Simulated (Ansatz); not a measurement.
Complex (SMILES): O (H2O) with FCl (F-Cl), atoms 1 to 3 the first; geometry from NCB31 set, monomers rigid:
```xyz
5

O      2.2398     0.0000    -0.0882
H      2.6009     0.7620     0.3771
H      2.6011    -0.7617     0.3772
Cl    -0.3159    -0.0001    -0.0169
F     -1.9723     0.0001     0.0266
```

Basis-set convergence of the counterpoise-corrected interaction energy at HF with Ansatz (an electronic-structure program). Cartesian d functions, on some or all atoms, in 6-31G*, 6-31G**, 6-31+G*, 6-311G**, 6-311+G**; all else is spherical. No added dispersion term, no relativity. Functions are those of the species that has most. Reference: the value in aug-pcseg-3, -3.07 kcal/mol, itself unsure by roughly 0.01 kcal/mol (its mean distance from aug-cc-pV(Q+d)Z, def2-QZVPPD). Deviations are taken from unrounded values.

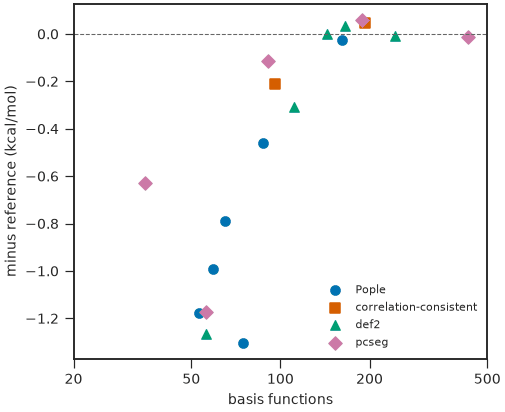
Figure. Deviation from the reference against the number of basis functions, by family of sets.

```tsv
basis	functions	counterpoise-corrected interaction energy (kcal/mol)	minus reference (kcal/mol)
pcseg-0	35	-3.69	-0.63
6-31G*	53	-4.24	-1.18
def2-SVP	56	-4.33	-1.27
pcseg-1	56	-4.24	-1.17
6-31G**	59	-4.06	-0.99
6-31+G*	65	-3.85	-0.79
6-311G**	75	-4.37	-1.30
6-311+G**	87	-3.53	-0.46
aug-pcseg-1	91	-3.18	-0.11
aug-cc-pV(D+d)Z	96	-3.28	-0.21
def2-TZVP	111	-3.37	-0.31
def2-TZVPD	144	-3.07	0.00
6-311++G(3df,3pd)	161	-3.09	-0.03
def2-TZVPPD	165	-3.04	0.03
aug-pcseg-2	188	-3.01	0.06
aug-cc-pV(T+d)Z	193	-3.02	0.05
def2-QZVPP	244	-3.08	-0.01
pcseg-4	429	-3.08	-0.01
```
